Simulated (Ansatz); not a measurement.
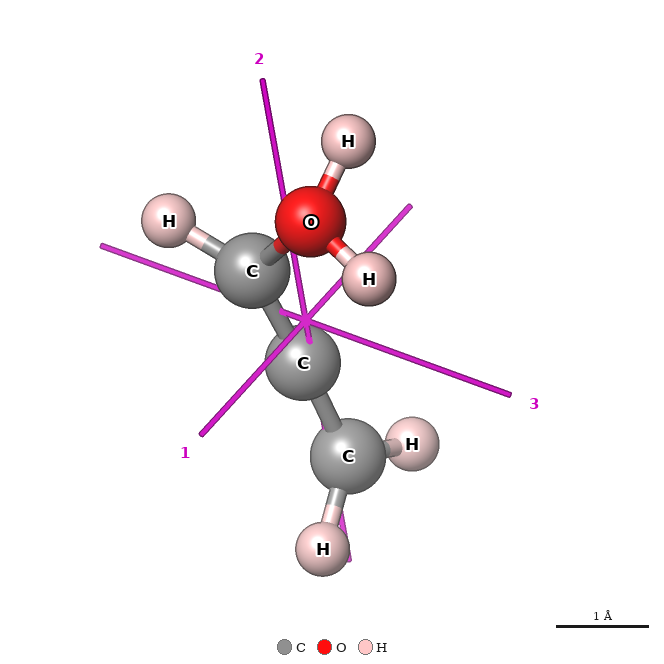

The three principal axes of inertia are drawn and numbered. Atoms fade into the background with distance from the viewer. Charge +1, singlet. Computed geometry: PBE0-D4/def2-TZVP optimisation. No frequency run is at hand to confirm it as a minimum. Masses are those of the most abundant isotopes; constants are for the rigid equilibrium geometry.

> Which line is the a axis (least moment of inertia), which b and which c?

a is line 2, b is line 3, c is line 1; the moments are 14.8, 119, 129 u Å².

> Classify the rotor and give the rotational constants (cm⁻¹).

An asymmetric top (C1): A = 1.14, B = 0.142, C = 0.131 cm⁻¹. Ray's parameter κ is −0.98, close to the prolate limit.
